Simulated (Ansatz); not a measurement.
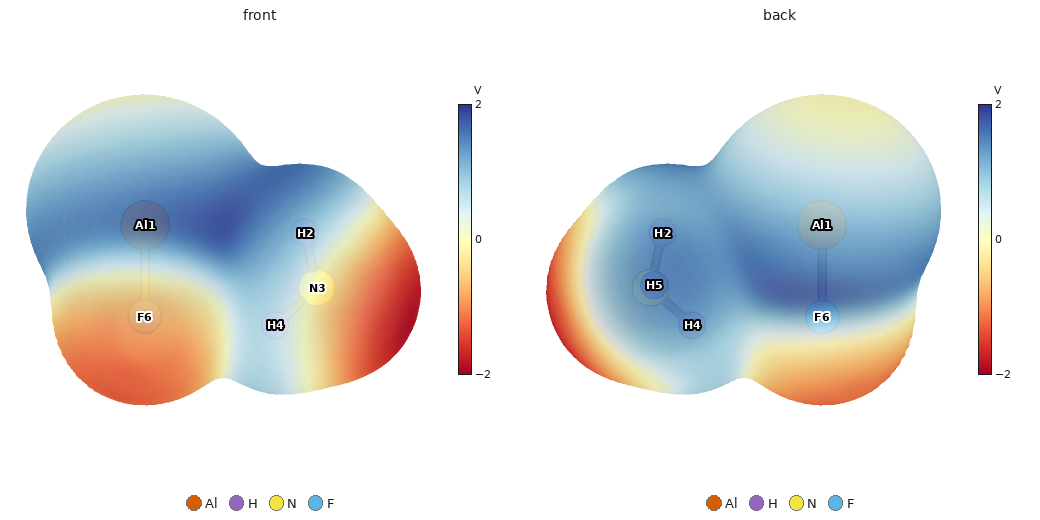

The picture shows: AlF···NH$_{3}$. The electrostatic potential painted on the density surface at 0.002 e/bohr³, seen from the front and from behind; the colour scale runs from red (negative) to blue (positive).

Not at a stationary point (largest force 0.8 eV/Å).

Method: Ansatz 0.2.0, RKS CAM-B3LYP/def2-SVP.

```xyz
6

Al   -0.8459    0.3525    0.3936
H     1.6983   -0.2046    1.3223
N     2.2462   -0.0441    0.4577
H     1.7616   -0.4965   -0.3156
H     2.2785    0.9580    0.2840
F    -0.3883   -0.5654   -0.9329
```

Q: Where is the surface potential most negative and most positive?

A: The most negative region (about −1.9 V) lies over N3, the most positive (about +1.8 V) over Al1. N3 is the likeliest acceptor of a hydrogen bond.
